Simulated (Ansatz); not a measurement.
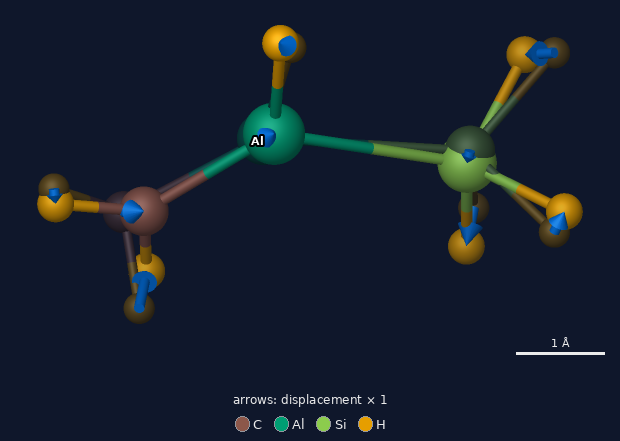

A relaxation of CH6AlSi (charge −1). The starting structure is drawn faded, the final one solid; blue arrows show the displacements, at their true length. The two geometries are superimposed by the best rigid fit.

The picture is a ball-and-stick view, seen from a free direction.

Computed with RKS PBE0-D4/def2-TZVPD (Ansatz).

Input
```yaml
crystal:
  periodic: [false, false, false]
  atoms:
    - {symbol: C, position_ang: [-1.170290, 0.914150, -1.815090]}
    - {symbol: Al, position_ang: [0.017670, 0.823340, -0.337020]}
    - {symbol: Si, position_ang: [0.845860, -1.080150, 1.010420]}
    - {symbol: H, position_ang: [-2.147640, 0.537430, -1.416530]}
    - {symbol: H, position_ang: [-1.347690, 2.000630, -1.999650]}
    - {symbol: H, position_ang: [0.823420, 1.997660, 0.547090]}
    - {symbol: H, position_ang: [2.255860, -1.408780, 1.402830]}
    - {symbol: H, position_ang: [0.534660, -2.362990, 0.292000]}
    - {symbol: H, position_ang: [0.188170, -1.421290, 2.315950]}
basis:
  gaussian: {orbitals: def2-TZVPD}
total_charge: -1
hamiltonian: {xc: pbe0, dispersion: d4}
relax: {f_tol: 0.005, max_steps: 200}
```

Command:
```bash
ansatz run in.yaml --threads 2 --pin off --events-out ev --progress --plain --max-ram 4352MiB
```

Q: Atoms of which element are displaced furthest, and by how much?

A: Hydrogen: up to 0.84 Å, against 0.37 Å for carbon.

Q: Describe the change and its energy.

A: After 15 accepted moves (17 points after the start) the energy has fallen by 79.9 kJ/mol. Largest force component: 1.3 eV/Å at the start, 0.0019 eV/Å at the end. The line search rejected the trial steps at points 10, 13 of the run. The largest move after the best rigid fit is that of H4, 0.84 Å. By element the largest moves are H 0.84 Å, C 0.37 Å, Al 0.33 Å, Si 0.15 Å. Among the contacts that change: C1–Al2 1.898 → 1.832 Å, Al2–H6 1.676 → 1.622 Å, C1–H4 1.121 → 1.092 Å, Si3–H7 1.500 → 1.510 Å. Bond angles that change, for instance: Al2–C1–H5 105.9° → 125.1°, Al2–C1–H4 104.6° → 122.8°, Si3–Al2–H6 95.2° → 112.8°.
